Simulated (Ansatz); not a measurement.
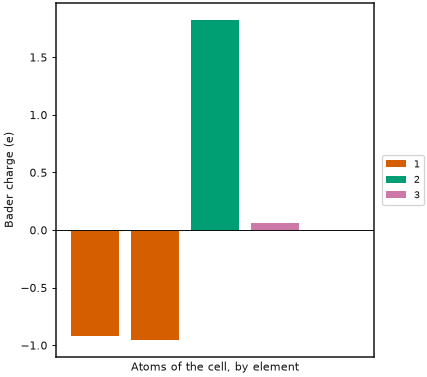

Bader charges of the atoms (positive: electrons lost).

Structure: TaP2S2 (sheet), 5 atoms in the cell; a = 3.29 Å, b = 3.29 Å, c = 38.42 Å, α = 90.00°, β = 90.00°, γ = 120.00°.

Computed with Ansatz 0.2.0: DFT r2SCAN, scalar-relativistic, plane waves, PAW, no spin polarisation, 12×12×1 k mesh, 500 eV cutoff, Gaussian smearing of 0.1 eV.

### Which number is which element?

1 is S; 2 is Ta; 3 is P. The Bader charges are Ta +1.83 e, P from −0.01 to +0.06 e and S −0.94 e.

The structure is an invented one, so it need not be a known or stable phase. The atoms aren't at rest in this cell (largest force 0.4 eV/Å), so the relaxed material can differ. Spin-orbit coupling is left out, which matters for Ta.
